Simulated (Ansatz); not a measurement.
## Electronic structure of CH3F3OSn (SMILES FC(F)(F)[O][SnH3]) in real space

```csv
atom,x (Å),y (Å),z (Å)
F,2.1558,0.0825,-1.4963
C,1.0017,-0.3102,-0.9575
F,0.0129,0.0824,-1.8062
F,0.9899,-1.6581,-0.9891
O,0.8493,0.1740,0.2488
Sn,-0.9648,0.3616,1.0994
H,-1.6224,1.7827,0.4474
H,-1.8199,-1.0503,0.7085
H,-0.5139,0.4892,2.7278
```

Geometry: PBE0-D4/def2-TZVP; core potentials replace the inner electrons of Sn.

These are results of Ansatz 0.2.0, RKS PBE0-D4/def2-TZVPP, not measurements.

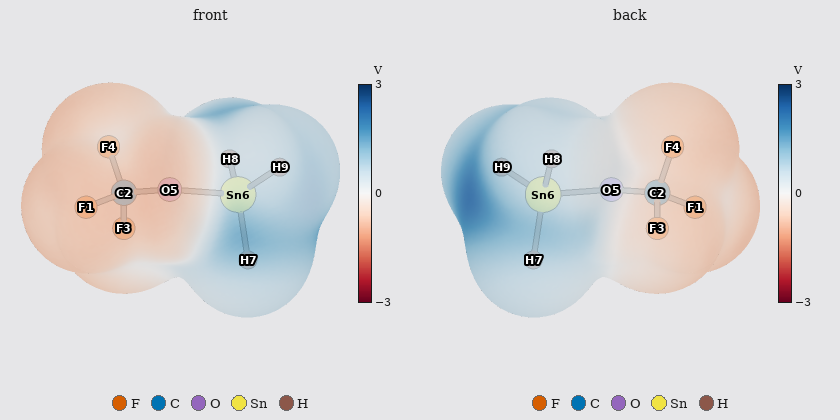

Figure 1. The electrostatic potential painted on the density surface at 0.001 e/bohr³, seen from the front and from behind; the colour scale runs from red (negative) to blue (positive).

Q: Describe the electrostatic potential map.

A: The most negative region (about −0.9 V) lies over O5, the most positive (about +2.2 V) over Sn6.

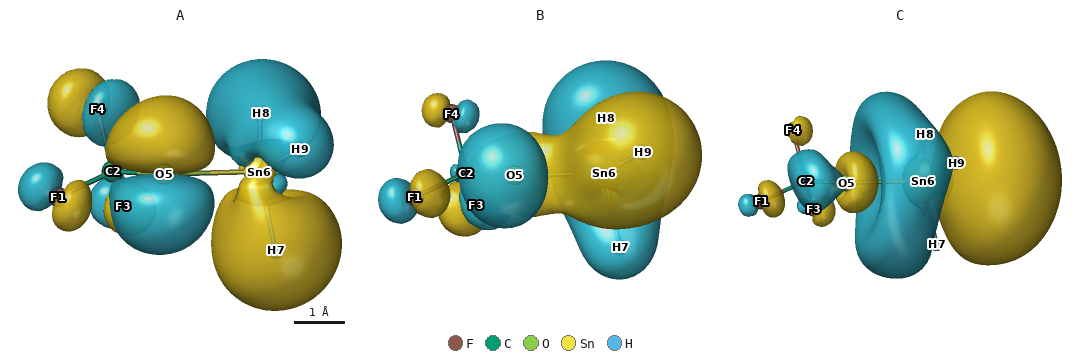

Figure 2. Three frontier orbitals at ±0.06 Å⁻³ᐟ² (yellow and cyan are the two phases), in no order.

Q: Order the three orbitals by energy and name them.

A: B is the HOMO−1 (−9.84 eV). It lies mainly on Sn6 (about 30 %), O5 (about 25 %), H8 (about 15 %) and H9 (about 15 %). A is the HOMO (−9.37 eV). Its weight (Hirshfeld) is mainly on O5 (about 45 %), Sn6 (about 20 %), H7 (about 15 %) and H8 (about 5 %). C is the LUMO (−1.05 eV). By Hirshfeld shares it lies mainly on Sn6 (about 70 %) and O5 (about 10 %).

Q: What is the HOMO–LUMO gap?

A: 8.32 eV between the orbital energies.
